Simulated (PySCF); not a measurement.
# Geometry relaxation, with input and output: Si3AsH9

- system: Si3AsH9 (trisilylarsane)
- method: PBE0-D3(BJ)/def2-SVP geometry optimisation, gas phase (PySCF 2.14.0)

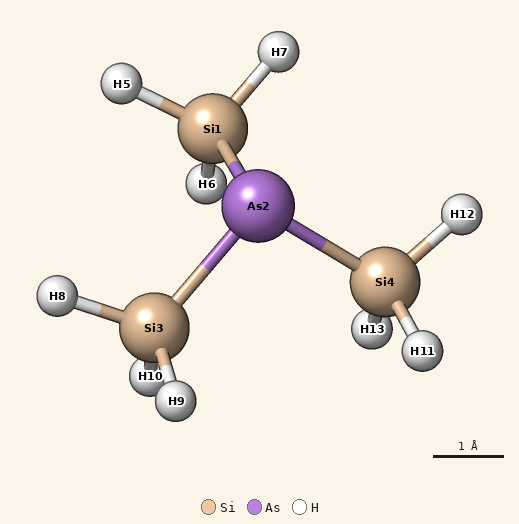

Fig. 1: The starting structure (ball-and-stick view, seen at a tilt; atoms are numbered from 1 in the order of the input).

Results in brief

| quantity | value |
| --- | --- |
| outcome | converged |
| total energy | −3108.596568 hartree |
| dipole moment | 0.52 D |
| point group | C3v |
| hardware | 1 CPU thread, shared host |
| wall time | 33 s |
| peak memory | 0.53 GiB |

The input
```
{"job": {"xc": "PBE0", "basis": "def2-SVP", "d3": "d3bj", "grid": 1, "shake": 0.01, "kind": "geom"}, "charge": 0, "multiplicity": 1}
Si    -0.734460     1.762250    -0.483490
As     0.240020    -0.220230    -1.089390
Si     1.960070    -0.187830     0.442810
Si    -1.144450    -1.643400     0.053330
H      0.086670     2.911200    -0.910180
H     -1.018320     1.956080     0.949340
H     -2.037660     1.930290    -1.171430
H      2.978800     0.849440     0.081780
H      2.677000    -1.472920     0.472150
H      1.577120     0.080100     1.852030
H     -0.651860    -3.017750     0.046730
H     -2.487660    -1.677290    -0.591090
H     -1.439450    -1.286820     1.458510
```

The first line tells a small driver script what to run in PySCF; the rest is the geometry in Å.

Run as:
```bash
OMP_NUM_THREADS=1 python <driver script> task.json out
```

Log
```
step   0  E = -3108.58919349  max force = 0.022553
step   1  E = -3108.59611595  max force = 0.004401
step   2  E = -3108.59647811  max force = 0.001400
step   3  E = -3108.59655617  max force = 0.000555
step   4  E = -3108.59656778  max force = 0.000385
optimisation converged
```

Trajectory as extended XYZ (Å, eV, eV/Å), 5 frames, from step=0 to step=4
```
13
Properties=species:S:1:pos:R:3:forces:R:3 step=0 energy=-84589.02052
Si   -0.7345    1.7623   -0.4835   -0.6037   0.7813   0.1375
As    0.2400   -0.2202   -1.0894    0.4804  -0.2750  -1.1597
Si    1.9601   -0.1878    0.4428    0.7358   0.3735   0.5884
Si   -1.1444   -1.6434    0.0533   -1.0794  -0.1285   0.4327
H     0.0867    2.9112   -0.9102    0.4002   0.1423  -0.1565
H    -1.0183    1.9561    0.9493    0.0312  -0.1236   0.4939
H    -2.0377    1.9303   -1.1714   -0.1934  -0.1788  -0.2043
H     2.9788    0.8494    0.0818   -0.1518   0.0384  -0.1493
H     2.6770   -1.4729    0.4722    0.0759  -0.4774  -0.1698
H     1.5771    0.0801    1.8520   -0.2633   0.0932   0.1747
H    -0.6519   -3.0177    0.0467    0.4446  -0.5468  -0.0928
H    -2.4877   -1.6773   -0.5911   -0.0255   0.1005  -0.2516
H    -1.4394   -1.2868    1.4585    0.1489   0.2009   0.3570
13
Properties=species:S:1:pos:R:3:forces:R:3 step=1 energy=-84589.20889
Si   -0.6822    1.9371   -0.5673    0.1392  -0.1965  -0.0711
As    0.3428   -0.0997   -1.2204   -0.0604   0.0021   0.0335
Si    2.0562   -0.0226    0.4122   -0.1959  -0.0205  -0.1574
Si   -1.1274   -1.4865    0.0211    0.2263   0.0638  -0.1625
H     0.2238    3.0389   -1.0110   -0.0545   0.0482   0.0255
H    -0.9045    2.0280    0.9081   -0.0221   0.0360   0.0099
H    -1.9887    2.0197   -1.2853   -0.0175   0.0634   0.0260
H     3.0023    1.0503   -0.0134    0.0653  -0.0086   0.0564
H     2.7389   -1.3516    0.4041    0.0376   0.0349   0.0503
H     1.5309    0.2762    1.7788    0.0447  -0.0033   0.0470
H    -0.5504   -2.8675    0.0028   -0.0732   0.0278   0.0379
H    -2.4379   -1.4714   -0.6935   -0.0453  -0.0370   0.0576
H    -1.3015   -1.0317    1.4324   -0.0441  -0.0104   0.0467
13
Properties=species:S:1:pos:R:3:forces:R:3 step=2 energy=-84589.21875
Si   -0.6752    1.9296   -0.5747    0.0420  -0.0678  -0.0140
As    0.3422   -0.1016   -1.2409   -0.0162   0.0026  -0.0059
Si    2.0426   -0.0255    0.4016   -0.0720   0.0051  -0.0433
Si   -1.1157   -1.4805    0.0136    0.0679   0.0416  -0.0350
H     0.2152    3.0485   -1.0061   -0.0132   0.0184   0.0054
H    -0.8962    2.0172    0.9020   -0.0041   0.0059   0.0053
H    -1.9890    2.0337   -1.2772   -0.0081   0.0231   0.0061
H     3.0087    1.0415    0.0024    0.0207  -0.0065   0.0188
H     2.7336   -1.3492    0.4123    0.0175  -0.0013   0.0156
H     1.5190    0.2705    1.7712    0.0089  -0.0009   0.0084
H    -0.5552   -2.8651    0.0112   -0.0142  -0.0073   0.0105
H    -2.4418   -1.4786   -0.6733   -0.0179  -0.0128   0.0214
H    -1.2859   -1.0212    1.4267   -0.0111   0.0001   0.0068
13
Properties=species:S:1:pos:R:3:forces:R:3 step=3 energy=-84589.22087
Si   -0.6692    1.9237   -0.5788   -0.0104   0.0142   0.0107
As    0.3411   -0.1026   -1.2607    0.0036   0.0000  -0.0285
Si    2.0289   -0.0294    0.3923    0.0119  -0.0004   0.0156
Si   -1.1057   -1.4726    0.0102   -0.0134  -0.0042   0.0180
H     0.2138    3.0525   -1.0005    0.0026  -0.0014  -0.0017
H    -0.8850    2.0012    0.8999    0.0035  -0.0063  -0.0001
H    -1.9884    2.0445   -1.2696    0.0021   0.0008  -0.0009
H     3.0089    1.0328    0.0128    0.0008  -0.0026  -0.0021
H     2.7222   -1.3525    0.4170   -0.0018  -0.0026  -0.0024
H     1.4972    0.2662    1.7595   -0.0067   0.0008  -0.0054
H    -0.5520   -2.8599    0.0185    0.0036  -0.0025  -0.0020
H    -2.4440   -1.4806   -0.6540    0.0000  -0.0013   0.0019
H    -1.2655   -1.0042    1.4223    0.0042   0.0054  -0.0031
13
Properties=species:S:1:pos:R:3:forces:R:3 step=4 energy=-84589.22119
Si   -0.6675    1.9236   -0.5788   -0.0093   0.0153   0.0090
As    0.3397   -0.1024   -1.2674    0.0021   0.0004  -0.0198
Si    2.0251   -0.0318    0.3889    0.0145  -0.0009   0.0136
Si   -1.1039   -1.4698    0.0107   -0.0132  -0.0079   0.0151
H     0.2161    3.0530   -0.9979    0.0029  -0.0024  -0.0012
H    -0.8803    1.9951    0.9005    0.0025  -0.0043  -0.0002
H    -1.9877    2.0494   -1.2669    0.0018  -0.0008  -0.0011
H     3.0093    1.0279    0.0133   -0.0009  -0.0022  -0.0036
H     2.7157   -1.3563    0.4168   -0.0031  -0.0021  -0.0032
H     1.4885    0.2652    1.7538   -0.0044   0.0010  -0.0044
H    -0.5498   -2.8572    0.0208    0.0026   0.0000  -0.0018
H    -2.4455   -1.4807   -0.6469    0.0010   0.0001  -0.0004
H    -1.2574   -0.9968    1.4219    0.0035   0.0039  -0.0020
```

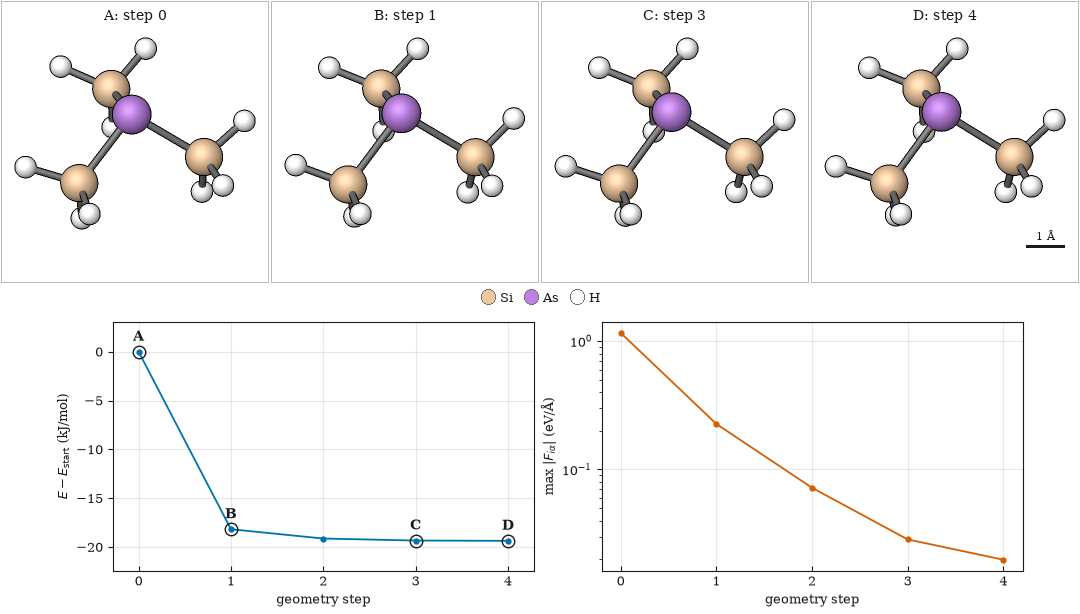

Fig. 2: Frames of the relaxation (ball-and-stick view, seen at a tilt) above the curves, on which the letters mark them (steps are counted from 0).

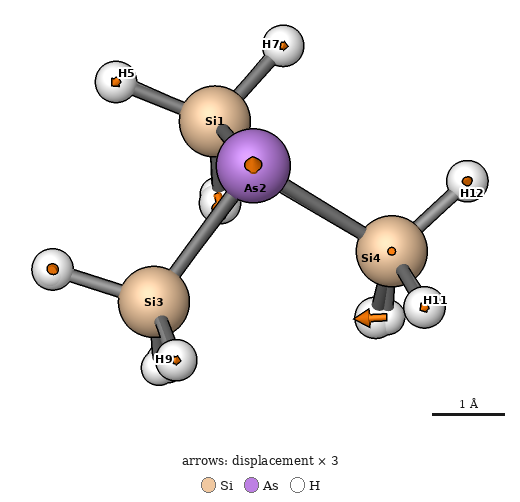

Fig. 3: Start (faint) and end (solid) with the displacements as orange arrows, magnified 3 times (ball-and-stick view, seen at a tilt). The two geometries are laid on each other by the best rigid fit. After 4 geometry steps the energy has fallen by 19.4 kJ/mol. The largest force component goes from 1.2 to 0.02 eV/Å. H13 moves most after the best rigid fit: 0.16 Å. Largest moves by element: H 0.16 Å, As 0.12 Å, Si 0.03 Å. Among the contacts that change: As2–Si4 2.291 → 2.364 Å, As2–Si3 2.304 → 2.364 Å, Si4–H11 1.460 → 1.494 Å, Si1–H6 1.473 → 1.496 Å. Among the angles that change: H12–Si4–H13 103.7° → 109.0°, Si1–As2–Si4 98.5° → 94.5°, As2–Si1–H6 116.9° → 112.9°. (Atoms are counted from 1 in the order of the input.)
